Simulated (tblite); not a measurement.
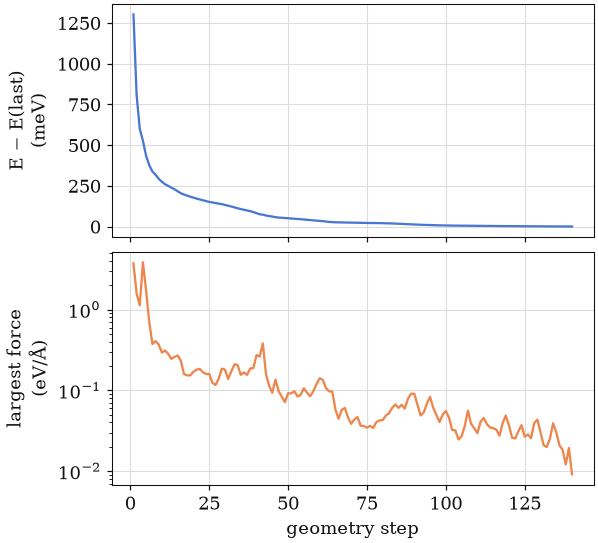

History of a geometry optimisation.

- system: C7H14BP (SMILES [BH3-][P@+]1(CC#C)CC[C@H]1C)
- method: GFN2-xTB geometry optimisation, gas phase (tblite 0.8.0)

Question: How did it end, and what did it gain?

Answer: The optimisation met its thresholds at geometry 140, counting the start as the first. The energy fell by about 1300 meV from the first step to the last. The largest force goes from about 3.8 eV/Å at the start to 9 × 10⁻³ eV/Å at the end.
